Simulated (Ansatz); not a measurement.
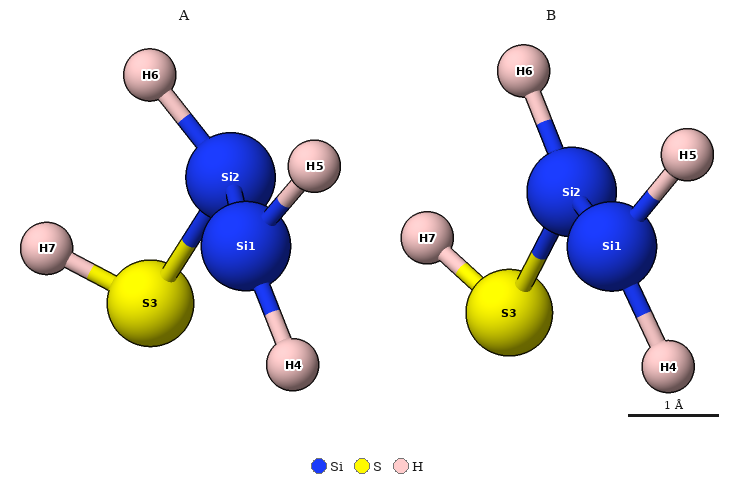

Two geometries of Si2H4S, drawn at one scale. One is the start of a relaxation, the other its converged end. Style: ball-and-stick. Shown from a free direction.

The calculation used RKS PBE0-D4/def2-TZVP (Ansatz). (force threshold 0.005 eV/Å; at most 200 steps)

**Which geometry has the lower energy?**

Structure B is the relaxed one. The largest move after the best rigid fit is that of Si2, 0.37 Å. Largest moves by element: Si 0.37 Å, H 0.33 Å, S 0.17 Å. Near-neighbour distances that change, for instance: Si2–S3 2.186 → 2.120 Å, Si1–Si2 2.217 → 2.185 Å, S3–H7 1.324 → 1.344 Å, Si1–H4 1.469 → 1.489 Å. Among the angles between lasting bonds that change: Si2–Si1–H4 124.1° → 113.1°, S3–Si2–H6 100.0° → 109.3°, Si1–Si2–S3 114.2° → 122.9°. After 9 accepted moves (11 points after the start) the energy has fallen by 5.46 kcal/mol. Largest force component: 1 eV/Å at the start, 0.0028 eV/Å at the end. The line search rejected the trial steps at points 4, 9 of the run. The run took 30 s on 2 threads of Arm Neoverse V1 (shared host).
